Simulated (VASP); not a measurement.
Band structure of Li₂Se (antifluorite). Method: AM05 GGA, VASP's PBE PAW potentials (set 64) (plane waves; VASP).

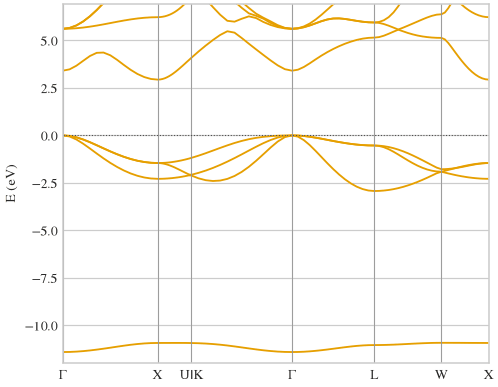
*Bands along high-symmetry lines, zero at the valence-band maximum or, without a gap, the Fermi level*

Problem. Read the plot: is there a gap, and where are the band edges?

Solution. The gap is indirect, 2.94 eV, from the valence maximum at Γ to the conduction minimum at X. (Edges off the drawn lines would not show.)

The compound is Li2Se in the antifluorite structure. It was relaxed first.
